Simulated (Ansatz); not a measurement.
# Molecular dynamics of CH11BOSi3 (part 4 of 4)

The same run, continued: CH11BOSi3, SMILES OC([SiH3])([SiH3])B[SiH3]; RKS PBE0/STO-3G (Ansatz 0.2.0). It belongs to a series of runs on one base structure; here: dynamics from the start.

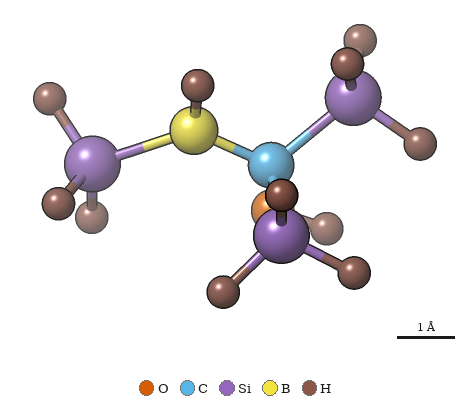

*The geometry at step 174 of the log (ball-and-stick view, seen at a tilt).*

## Trajectory as extended XYZ, continued
```
17
Properties=species:S:1:pos:R:3:forces:R:3 step=143 time_fs=143.0 energy=-27233.97310 temperature=276.9
O    -1.3979   -0.9604   -0.2989   -1.2816  -0.6989   0.1321
C    -0.2316   -0.1575   -0.4203    1.2501   0.8229  -0.8079
Si    1.4150   -1.2022   -0.3127    0.1386  -0.3884  -0.2704
Si   -0.0609    0.7410   -2.1444   -0.5789  -0.5157   0.3513
B     0.0576    0.6888    0.8028   -0.2102   0.3879   1.1700
Si   -0.8097    0.6425    2.6208    0.6127   0.9150  -1.2248
H    -1.4412   -1.5139   -1.1544    0.1746  -0.0202  -0.1095
H     1.1229   -2.3812   -1.0963   -0.0956  -0.0247   0.0232
H     1.8179   -1.6901    0.9937    0.0359   0.3022  -0.1048
H     2.4736   -0.5193   -1.0339   -0.0150  -0.0195   0.4327
H    -0.1924   -0.3521   -3.0934   -0.3562   0.2803  -0.0086
H     1.2044    1.3423   -2.5069   -0.0470   0.1499   0.5029
H    -1.1524    1.7075   -2.2342    0.3549  -0.3065  -0.2328
H     0.9216    1.4587    0.6832    0.3536   0.1888  -0.0708
H    -1.2968    2.0068    2.9343    0.3467  -0.8777   0.0081
H    -1.8867   -0.2652    2.6961   -0.8361  -0.4505   0.0572
H     0.1289    0.1788    3.6109    0.1536   0.2551   0.1522
17
Properties=species:S:1:pos:R:3:forces:R:3 step=151 time_fs=151.0 energy=-27233.78501 temperature=199.9
O    -1.4215   -0.9833   -0.2923    1.3797   0.8552  -0.4521
C    -0.1918   -0.1217   -0.4396   -0.8436  -0.2564   0.6523
Si    1.4146   -1.2241   -0.3158   -1.0774   1.1150  -0.0381
Si   -0.0419    0.7273   -2.1548   -0.8775   0.3505   0.6090
B     0.0367    0.7203    0.8252    0.5456   0.8421  -0.3178
Si   -0.7696    0.6441    2.6342   -0.4005  -0.4109   0.2811
H    -1.3929   -1.4526   -1.1942   -0.3559  -0.4943  -0.2387
H     0.9453   -2.2199   -1.2200    0.4697  -0.9596  -0.0548
H     1.6087   -1.5611    1.0496    0.2452  -0.7443   0.4480
H     2.5749   -0.5379   -0.8046    0.1789   0.0282  -0.1844
H    -0.3107   -0.1950   -3.2142    0.4932  -0.6120  -0.1600
H     1.1405    1.5124   -2.3537    0.4608  -0.2260   0.0373
H    -1.1221    1.6265   -2.3280   -0.5825   0.6330   0.1693
H     0.9167    1.5075    0.7136   -0.1681  -0.1729   0.1060
H    -1.2600    1.8842    3.1929    0.2380   0.2970  -0.4322
H    -1.9032   -0.2311    2.8477    0.1853  -0.1659  -0.2914
H     0.2325    0.2240    3.5900    0.1091  -0.0785  -0.1334
17
Properties=species:S:1:pos:R:3:forces:R:3 step=158 time_fs=158.0 energy=-27233.91832 temperature=260.5
O    -1.4119   -0.9894   -0.3084    0.8898   1.0783   0.6393
C    -0.1866   -0.1030   -0.4402   -0.9331  -0.8841   0.2646
Si    1.3993   -1.2330   -0.3171   -0.5629  -0.6666   0.9573
Si   -0.0401    0.7249   -2.1589   -0.8551   1.1977   0.1759
B     0.0316    0.7735    0.8438    0.3013  -0.0182  -1.0300
Si   -0.7380    0.6389    2.6467   -0.2308  -0.7249   0.1798
H    -1.4699   -1.4996   -1.1855    0.3705  -0.0597  -0.4746
H     1.0511   -2.3389   -1.2334    0.5350   0.5131   0.4883
H     1.4977   -1.7227    1.0725    0.0310   0.0139  -0.8502
H     2.6670   -0.5915   -0.6239   -0.3239  -0.0690  -0.2404
H    -0.1883   -0.2083   -3.2847    0.4076   0.1621   0.6419
H     1.2027    1.4922   -2.1562   -0.2632  -0.4181  -0.3098
H    -1.1472    1.6827   -2.3227    0.5487  -0.4325   0.0837
H     0.9156    1.5571    0.7658   -0.1703  -0.1400  -0.1010
H    -1.1421    1.8880    3.2243   -0.0970   0.4072  -0.2050
H    -1.8552   -0.2802    2.8658    0.4525   0.2210  -0.1870
H     0.3640    0.2324    3.4968   -0.0999  -0.1801  -0.0329
17
Properties=species:S:1:pos:R:3:forces:R:3 step=166 time_fs=166.0 energy=-27233.71388 temperature=188.2
O    -1.3736   -0.9691   -0.3210   -0.9616  -0.2133   0.6038
C    -0.2128   -0.1127   -0.4345    1.0159   0.5968  -0.1612
Si    1.3685   -1.2486   -0.3022    0.7069   0.0457   0.2642
Si   -0.0489    0.7398   -2.1503    0.6180   0.0777   1.3776
B     0.0345    0.8285    0.8135   -0.5831  -1.3623   0.0169
Si   -0.7038    0.6252    2.6624    1.4551   1.6905  -1.4895
H    -1.3836   -1.4802   -1.1995    0.0788  -0.1467  -0.1975
H     1.3713   -2.3684   -1.1789   -0.5914  -0.1257  -0.9697
H     1.4097   -1.9704    0.9172   -0.0004   0.1287   0.9753
H     2.6682   -0.6508   -0.5366   -0.2833   0.3347   0.1528
H     0.1147   -0.2540   -3.1625   -0.5924  -0.2945  -0.4499
H     1.2396    1.3483   -2.0947    0.2615   0.5922  -0.1096
H    -1.0980    1.7090   -2.3130   -0.1386  -0.0307  -0.4158
H     0.8967    1.6056    0.7538    0.2707   0.2790  -0.3779
H    -1.0508    1.9958    3.0974   -0.0293  -0.9778   0.1068
H    -1.7213   -0.3216    2.8071   -1.1085  -0.6581   0.3097
H     0.4613    0.1642    3.3804   -0.1183   0.0638   0.3638
17
Properties=species:S:1:pos:R:3:forces:R:3 step=174 time_fs=174.0 energy=-27233.97878 temperature=313.1
O    -1.3568   -0.9550   -0.3208   -0.8059  -0.3854   0.0287
C    -0.1953   -0.0958   -0.4334    0.2340  -0.0317   0.1802
Si    1.3474   -1.2765   -0.2797    0.5841   0.3820  -0.1802
Si   -0.0419    0.7579   -2.1232    1.0391  -0.4154  -0.1337
B     0.0235    0.8286    0.7784    0.5006  -0.2020   0.3474
Si   -0.6531    0.6162    2.6509   -0.2856  -1.1314  -1.1066
H    -1.2620   -1.4810   -1.1841   -0.4235  -0.4812  -0.1842
H     1.4175   -2.2159   -1.3922   -0.4884   0.2121   0.2157
H     1.3201   -2.0295    0.9547   -0.0194   0.1068  -0.0544
H     2.5670   -0.5147   -0.4025    0.0662   0.0022   0.2511
H     0.1089   -0.3089   -3.0978   -0.3516   0.2047  -0.0095
H     1.2298    1.4331   -2.1140   -0.0272   0.2501  -0.0682
H    -1.0839    1.6648   -2.5048   -0.3169   0.0698   0.0747
H     0.8555    1.6374    0.5629   -0.1524   0.0526   0.3581
H    -1.0630    1.8996    3.1195   -0.1491   0.3494   0.4091
H    -1.7534   -0.3667    2.8362    0.7079   0.7986  -0.1771
H     0.4624    0.1218    3.4370   -0.1118   0.2188   0.0488
17
Properties=species:S:1:pos:R:3:forces:R:3 step=182 time_fs=182.0 energy=-27233.64215 temperature=163.9
O    -1.3626   -0.9628   -0.3218   -0.4450   0.3591   0.6447
C    -0.1677   -0.0876   -0.4301   -1.2166  -1.2957  -0.2050
Si    1.3365   -1.2932   -0.2523   -0.4320   1.0561   0.1486
Si   -0.0202    0.7753   -2.0987   -0.7088   0.5079  -1.5138
B     0.0324    0.8101    0.7667    0.7416   1.0102   0.5377
Si   -0.5998    0.6058    2.6214   -0.9221  -0.1506   0.4775
H    -1.3288   -1.6078   -1.1111    0.4703   0.1327  -0.3676
H     1.2144   -1.9814   -1.5396    0.4856  -0.2900   0.7164
H     1.2272   -2.0446    1.0004   -0.0188  -0.0887  -0.7502
H     2.4679   -0.4137   -0.1493    0.5609  -0.3523  -0.2669
H    -0.0722   -0.3013   -3.0808    0.7186   0.1622   0.1487
H     1.1615    1.6450   -2.1560   -0.3345  -0.6378  -0.0851
H    -1.1609    1.5570   -2.6224    0.4724  -0.1446   1.0281
H     0.7749    1.7091    0.5389   -0.1179  -0.3005   0.3592
H    -1.0818    1.8005    3.2694    0.1752   0.4197  -0.3654
H    -1.7341   -0.2734    2.8259    0.2559  -0.1974  -0.2809
H     0.4149    0.1585    3.5433    0.3150  -0.1901  -0.2260
17
Properties=species:S:1:pos:R:3:forces:R:3 step=190 time_fs=190.0 energy=-27233.93709 temperature=292.0
O    -1.3824   -0.9666   -0.3094    0.1476   0.0267  -0.3350
C    -0.1840   -0.1273   -0.4354    0.3022   1.4215   1.2617
Si    1.3214   -1.2840   -0.2232    0.4192   0.7275   0.1075
Si   -0.0130    0.7937   -2.0930   -0.9949  -0.8280   0.2624
B     0.0651    0.8211    0.7822    0.0972  -0.2429  -0.4320
Si   -0.5595    0.5925    2.6055    0.1086   1.0794   0.9505
H    -1.2258   -1.6162   -1.0853   -0.3487  -0.1434   0.0164
H     1.2258   -1.9940   -1.4568    0.4999  -0.4482  -0.3903
H     1.1066   -2.2055    0.8476    0.0100  -0.1639   0.3457
H     2.5745   -0.5496   -0.0465   -0.3029  -0.4195  -0.2267
H     0.0815   -0.2550   -3.0635    0.0511  -0.0509  -0.4951
H     1.0901    1.6737   -2.2219    0.6566   0.3317   0.1578
H    -1.2293    1.5171   -2.3015   -0.2295   0.2475  -0.1836
H     0.7800    1.7425    0.6504    0.2207  -0.1791  -0.3647
H    -0.9983    1.8541    3.2323    0.1963  -0.5373  -0.5217
H    -1.6329   -0.3045    2.7198   -0.8560  -0.7675   0.1629
H     0.4817    0.1233    3.5047    0.0227  -0.0535  -0.3155
17
Properties=species:S:1:pos:R:3:forces:R:3 step=198 time_fs=198.0 energy=-27233.68119 temperature=177.2
O    -1.3965   -0.9684   -0.3056    0.1031   0.0598  -0.0333
C    -0.1938   -0.1183   -0.4006    0.3878   0.2908  -0.9178
Si    1.3071   -1.2762   -0.1975    0.9585  -1.5173  -0.7817
Si   -0.0280    0.7998   -2.0863    0.6430  -0.2804   0.4936
B     0.1039    0.8264    0.7762   -0.0813  -0.6643   0.0530
Si   -0.5303    0.5790    2.6002   -0.4277  -1.3035  -0.8938
H    -1.2572   -1.6577   -1.0607   -0.0112   0.3568   0.2411
H     1.4769   -2.1075   -1.3843   -0.5012   0.5123  -0.1383
H     1.0108   -2.3090    0.7473   -0.0401   0.1605   0.7114
H     2.6580   -0.8027   -0.0564   -0.0441   0.5627   0.4638
H     0.2635   -0.1214   -3.1801   -0.7783   0.1104   0.1753
H     1.1298    1.6793   -2.1517   -0.3639   0.0032   0.3826
H    -1.2596    1.5361   -2.0737   -0.1608   0.1847  -0.8362
H     0.8966    1.6619    0.5950    0.2063   0.1016  -0.1598
H    -0.9073    1.8743    3.0474   -0.3652   0.3433   0.6864
H    -1.5959   -0.4495    2.6558    0.4957   0.9089   0.2619
H     0.5968    0.0585    3.3367   -0.0205   0.1705   0.2917
17
Properties=species:S:1:pos:R:3:forces:R:3 step=206 time_fs=206.0 energy=-27233.93771 temperature=281.9
O    -1.4093   -0.9506   -0.2942    0.2505  -0.0090  -0.0947
C    -0.1930   -0.0996   -0.4069   -0.4363  -1.0936  -0.9792
Si    1.3127   -1.2995   -0.1816    0.3106  -0.8781   0.2703
Si   -0.0411    0.8012   -2.0648   -0.6534   1.6331  -0.1650
B     0.1482    0.8132    0.7615    0.1200  -0.4148  -0.0166
Si   -0.5036    0.5604    2.5856    0.1162   0.2407  -0.2429
H    -1.3076   -1.6477   -1.0593    0.1143   0.6845   0.4522
H     1.5343   -2.0035   -1.4420   -0.3935   0.0886   0.3092
H     0.9271   -2.2440    0.8755    0.1926   0.3202  -0.5730
H     2.6245   -0.7948    0.1385   -0.0701   0.3975   0.1418
H     0.0963    0.0029   -3.2687    0.1629  -0.1916   0.3344
H     1.0851    1.7256   -1.8910   -0.3763  -0.4627  -0.4298
H    -1.2752    1.6066   -2.2584    0.8649  -0.5308   0.1429
H     1.0303    1.5441    0.5003   -0.1634   0.1887   0.4067
H    -0.9129    1.8404    3.1211   -0.0106  -0.1369   0.1886
H    -1.5818   -0.3986    2.7364    0.1845   0.1548   0.0100
H     0.6640    0.0950    3.3066   -0.2130   0.0095   0.2451
```

This output came from the following input.

## Input file
```yaml
crystal:
  periodic: [false, false, false]
  atoms:
    - { symbol: O, position_ang: [-1.160873, -1.259385, -0.244671] }
    - { symbol: C, position_ang: [-0.039206, -0.313078, -0.353361] }
    - { symbol: Si, position_ang: [1.651755, -1.210322, -0.38251] }
    - { symbol: Si, position_ang: [-0.173613, 0.775165, -1.92287] }
    - { symbol: B, position_ang: [0.032395, 0.670052, 0.827478] }
    - { symbol: Si, position_ang: [-1.205536, 0.714446, 2.345837] }
    - { symbol: H, position_ang: [-1.060558, -1.824488, -1.091886] }
    - { symbol: H, position_ang: [1.596513, -2.212173, -1.423166] }
    - { symbol: H, position_ang: [1.91234, -1.870776, 0.873975] }
    - { symbol: H, position_ang: [2.721394, -0.286596, -0.673945] }
    - { symbol: H, position_ang: [-0.345037, -0.109411, -3.053256] }
    - { symbol: H, position_ang: [1.0241, 1.556994, -2.113676] }
    - { symbol: H, position_ang: [-1.317529, 1.652169, -1.852081] }
    - { symbol: H, position_ang: [0.909095, 1.451154, 0.793823] }
    - { symbol: H, position_ang: [-1.844214, 2.009763, 2.420912] }
    - { symbol: H, position_ang: [-2.245176, -0.284751, 2.307982] }
    - { symbol: H, position_ang: [-0.474749, 0.541037, 3.581616] }
basis:
  gaussian: { orbitals: STO-3G }
hamiltonian:
  xc: pbe0
md:
  timestep: 1.0
  n_steps: 206
  ensemble: nvt_langevin
  temperature: 400.0
  initial_velocities: maxwell_boltzmann
  seed: 520623
  friction: 0.001
scf:
  lower_state_search: "off"
```

Launch command:
```bash
ansatz run input.yaml --threads 1 --pin off --max-ram 2048MiB --backend cpu --events-out ev --progress --plain --runs-dir out
```

## Results in brief

- outcome: finished
- mean temperature over the second half: 228 K
- trajectory: 206 steps, 206 fs
- ensemble: nvt_langevin
- temperature in the input: 400.0 K
- time step: 1.0 fs
- potential energy (last step): −27233.9377 eV
- mean-field energy (last step): −27233.9377 eV
- largest force (length of the vector) (last step): 1.767 eV/Å
- hardware: 1 thread of Arm Neoverse V1, 24 GiB of memory available, shared host
- wall time: 13 min
- peak memory: 0.12 GiB

## Notes

So short a trajectory is not equilibrated. The logged temperature at the start can lie below the typed one, since it is counted over all degrees of freedom. The temperature stays far from the 400 K of the thermostat over the second half: the run isn't equilibrated.
